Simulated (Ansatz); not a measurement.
The parent structure is ZnO in the wurtzite structure (space group P6_3mc, No. 186; a = 3.235 Å, c = 5.211 Å).

The change: a fraction x = 0.833 of the O sites is given to S, ordered in a cell of 12 atoms (starting symmetry P31m) and fully relaxed.

Calculations: plane-wave PAW DFT at the r2SCAN level (Ansatz, an electronic-structure program, 500 eV), spin-orbit coupling left out, earlier PAW set.

The zone is the changed cell's own and can be folded.

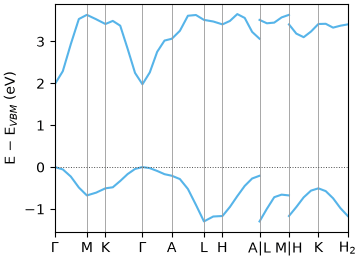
Figure. Highest valence and lowest conduction band along the path of the changed cell's own zone

Q: Read the changed gap and its character from the plot.

A: About 2.0 eV, direct at Γ.

Each cell is one ordered arrangement of few atoms, which overstates ordering effects compared with a random alloy. Whether these cells are dynamically stable was not tested. k-point labels follow each cell's own Brillouin zone.
